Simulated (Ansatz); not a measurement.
# doublet [SiH4]+ at 6 levels

Aim: a comparison of 6 runs (UB2PLYP/6-31G, UBLYP/3-21G, UPBE/3-21G, UPBE0/3-21G, UCCSDT/3-21G, UCCSD(T)/3-21G) of doublet [SiH4]+. 

The calculation is run with Ansatz 0.2.0.

51 further runs of the same task are left out: 51 set aside as unsound or not needed.

### 1 The structure to begin with

The species is [SiH4]+ (5 atoms), meant as a doublet with charge +1. SMILES of the parent species: `[H][Si]([H])([H])[H]`. The coordinates come from a GFN2-xTB relaxation. That shape belongs to the parent species and isn't relaxed for this state.

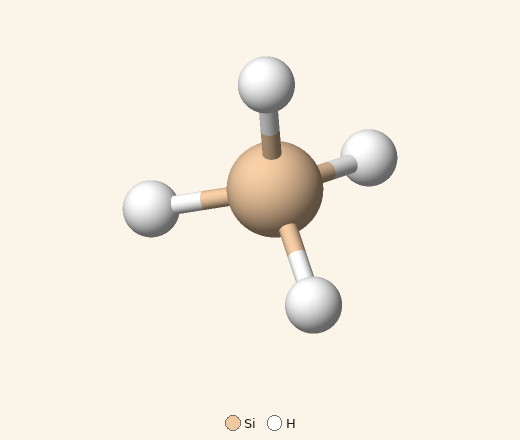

Viewed from a chosen angle; silicon light orange, hydrogen white.

### 2 A single-point energy at UB2PLYP/6-31G (run 1)

The input, run.yaml:

```yaml
basis:
  gaussian:
    orbitals: 6-31G
crystal:
  periodic: [false, false, false]
  atoms:
    - symbol: Si
      position_ang: [0.000060, -0.000040, 0.000090]
    - symbol: H
      position_ang: [0.011300, -0.019430, 1.460880]
    - symbol: H
      position_ang: [1.373450, 0.011260, -0.497760]
    - symbol: H
      position_ang: [-0.696580, 1.196700, -0.465720]
    - symbol: H
      position_ang: [-0.688230, -1.188490, -0.497490]
total_charge: 1
magnetization:
  spin_polarized: true
  initial_magnetization: 1
hamiltonian:
  xc: {name: B2PLYP}
correlation:
  frozen_orbitals: {H: 0, Si: 5}
accuracy: high
```

Run with:

```sh
$ ansatz run run.yaml --threads 1 --pin off --max-ram 2610MiB --events-out events.jsonl --progress --plain --runs-dir runs
```

Log:

```text
Warning: RAYON_NUM_THREADS=1 ignored (pool sized by the plan → 1); use --threads N
Functional definition: B2PLYP
  name "B2PLYP"
  parameter a = 0.53
  parameter c = 0.27
  exchange = (1 - a)*b88_x + a*exact_x
  correlation = (1 - c)*lyp_c + c*(mp2_os + mp2_ss)
483 factors; integrals over basis functions are off by at most 3.5e-9 eV
mean field evaluation 1: about -7922.7804 eV, gradient 6.8e0 eV
mean field evaluation 2: about -7922.7807 eV, gradient 6.8e0 eV
mean field evaluation 4: about -7923.2848 eV, gradient 6.0e-1 eV
mean field evaluation 8: about -7923.2920 eV, gradient 1.9e-2 eV
mean field evaluation 16: about -7923.2928 eV, gradient 1.7e-2 eV
mean field evaluation 32: about -7923.2910 eV, gradient 1.5e-2 eV
mean field evaluation 64: about -7923.2745 eV, gradient 1.2e0 eV
mean field evaluation 96: about -7923.2599 eV, gradient 3.4e-1 eV
mean field -7923.29333747 eV, -291.1756595510 hartree, gradient 2.2e-8 eV, S^2 0.757464; 4 other end points of the search recorded, 0 dependent functions left out
5 core orbitals not correlated: weight in the atoms' cores, before any rotation towards them, 1.000 or more for the frozen orbitals, at most 0.000 for the correlated occupied ones
reference -7923.29335725 eV, -291.1756602777 hartree; 4, 3 occupied and 12, 13 virtual orbitals, 483 factors
second order -1.82100692 eV of doubles, -0.00000000 eV of singles
Total energy: -7923.78502912 eV, -291.1937288856 hartree
```

Run time: 15 s. Hardware: 1 thread of Intel Xeon Platinum 8488C (Sapphire Rapids), shared host; peak memory 0.14 GiB.

### 3 The energy at UBLYP/3-21G (run 2)

The input, in.yaml:

```yaml
basis:
  gaussian: {orbitals: 3-21G.json}
crystal:
  periodic: [false, false, false]
  atoms:
    - {symbol: Si, position_ang: [0.000060, -0.000040, 0.000090]}
    - {symbol: H, position_ang: [0.011300, -0.019430, 1.460880]}
    - {symbol: H, position_ang: [1.373450, 0.011260, -0.497760]}
    - {symbol: H, position_ang: [-0.696580, 1.196700, -0.465720]}
    - {symbol: H, position_ang: [-0.688230, -1.188490, -0.497490]}
total_charge: 1
magnetization: {spin_polarized: true, initial_magnetization: 1}
hamiltonian: {xc: {name: BLYP}}
accuracy: high
```

The basis set 3-21G is read from a file made from the Basis Set Exchange's data (not shown).

Run with:

```sh
$ ansatz run in.yaml --threads 1 --pin off --max-ram 2610MiB --events-out events.jsonl --progress --plain --runs-dir runs
```

Log:

```text
Warning: RAYON_NUM_THREADS=1 ignored (pool sized by the plan → 1); use --threads N
Functional definition: BLYP
  name "BLYP"
  parameter beta = 0.0042
  parameter a = 0.04918
  parameter b = 0.132
  parameter c = 0.2533
  parameter d = 0.349
  exchange = b88_x(beta = beta)
  correlation = lyp_c(a = a, b = b, c = c, d = d)
424 factors; integrals over basis functions are off by at most 3.8e-9 eV
mean field evaluation 1: about -7886.1880 eV, gradient 9.3e0 eV
mean field evaluation 2: about -7885.0264 eV, gradient 1.4e1 eV
mean field evaluation 4: about -7886.3864 eV, gradient 7.5e0 eV
mean field evaluation 8: about -7886.5378 eV, gradient 6.0e0 eV
mean field evaluation 16: about -7887.1497 eV, gradient 5.6e-6 eV
mean field evaluation 32: about -7887.1496 eV, gradient 3.6e-7 eV
mean field -7887.14974543 eV, -289.8474070425 hartree, gradient 2.9e-8 eV, S^2 0.753503; 4 other end points of the search recorded, 0 dependent functions left out
reference -7887.14978630 eV, -289.8474085446 hartree; 9, 8 occupied and 12, 13 virtual orbitals, 424 factors
Total energy: -7887.14978630 eV, -289.8474085446 hartree
```

Run time: 2.4 s. Hardware: 1 thread of Intel Xeon Platinum 8488C (Sapphire Rapids), shared host; peak memory 0.13 GiB.

Runs 3 to 4 aren't shown in full; the table further down has their settings and results.

### 4 A single-point energy at UCCSDT/3-21G (run 5)

The input, in.yaml:

```yaml
crystal:
  periodic: [false, false, false]
  atoms:
    - symbol: Si
      position_ang: [0.000060, -0.000040, 0.000090]
    - symbol: H
      position_ang: [0.011300, -0.019430, 1.460880]
    - symbol: H
      position_ang: [1.373450, 0.011260, -0.497760]
    - symbol: H
      position_ang: [-0.696580, 1.196700, -0.465720]
    - symbol: H
      position_ang: [-0.688230, -1.188490, -0.497490]
basis:
  gaussian:
    orbitals: 3-21G.json
total_charge: 1
magnetization:
  spin_polarized: true
  initial_magnetization: 1
correlation:
  method: ccsdt
  frozen_orbitals: {H: 0, Si: 5}
accuracy: high
scf:
  omitted_lower_state_checks: [cluster_reference, increment]
```

The basis set 3-21G is read from a file made from the Basis Set Exchange's data (not shown).

Run with:

```sh
$ ansatz run in.yaml --threads 1 --pin off --max-ram 2610MiB --events-out events.jsonl --progress --plain --runs-dir runs
```

Log:

```text
Warning: RAYON_NUM_THREADS=1 ignored (pool sized by the plan → 1); use --threads N
[... 13 lines left out ...]
5 core orbitals not correlated: weight in the atoms' cores, before any rotation towards them, 1.000 or more for the frozen orbitals, at most 0.000 for the correlated occupied ones
[... 44 lines left out ...]
Total energy: -7872.64898267 eV, -289.3145138398 hartree
Checks for a lower state left out: cluster_reference, increment
```

It took 0.94 s on 1 thread of Intel Xeon Platinum 8488C (Sapphire Rapids), shared host.

### 5 The energy at UCCSD(T)/3-21G (run 6)

The input, job.yaml:

```yaml
crystal:
  periodic: [false, false, false]
  atoms:
    - symbol: Si
      position_ang: [0.000060, -0.000040, 0.000090]
    - symbol: H
      position_ang: [0.011300, -0.019430, 1.460880]
    - symbol: H
      position_ang: [1.373450, 0.011260, -0.497760]
    - symbol: H
      position_ang: [-0.696580, 1.196700, -0.465720]
    - symbol: H
      position_ang: [-0.688230, -1.188490, -0.497490]
basis:
  gaussian:
    orbitals: 3-21G.json
total_charge: 1
magnetization:
  spin_polarized: true
  initial_magnetization: 1
correlation:
  method: ccsd_t
  frozen_orbitals: {H: 0, Si: 5}
accuracy: high
scf:
  omitted_lower_state_checks: [cluster_reference, increment]
```

The basis set 3-21G is read from a file made from the Basis Set Exchange's data (not shown).

Run with:

```sh
$ ansatz run job.yaml --threads 1 --pin off --max-ram 2610MiB --events-out events.jsonl --progress --plain --runs-dir runs
```

Log:

```text
Warning: RAYON_NUM_THREADS=1 ignored (pool sized by the plan → 1); use --threads N
[... 13 lines left out ...]
5 core orbitals not correlated: weight in the atoms' cores, before any rotation towards them, 1.000 or more for the frozen orbitals, at most 0.000 for the correlated occupied ones
[... 36 lines left out ...]
Total energy: -7872.63292565 eV, -289.3139237552 hartree
Checks for a lower state left out: cluster_reference, increment
```

Wall time 0.32 s (1 thread of Intel Xeon Platinum 8488C (Sapphire Rapids), shared host).

### 6 All runs side by side

```
run           level  frozen core orbitals  energy (Eh)   ⟨S²⟩  wall time
  1   UB2PLYP/6-31G                     5  -291.193729  0.757       15 s
  2     UBLYP/3-21G                     –  -289.847409  0.754      2.4 s
  3      UPBE/3-21G                     –  -289.695667  0.752      2.5 s
  4     UPBE0/3-21G                     –  -289.721347  0.757      1.5 s
  5    UCCSDT/3-21G                     5  -289.314514  0.760     0.94 s
  6  UCCSD(T)/3-21G                     5  -289.313924  0.760     0.32 s
```

### 7 What came out

```
                                          quantity          value
                               run 6: total energy  -289.31392 Eh
run 6: correlation energy (5 core orbitals frozen)      -76.4 mEh
                             run 6: (T) correction      -1.08 mEh
          run 6: ⟨S²⟩ of the reference determinant          0.760
                              run 6: T1 diagnostic          0.018
```

What this shows: Totals of different functionals can't be ranked against each other. All runs together took 23 s, the longest 15 s.
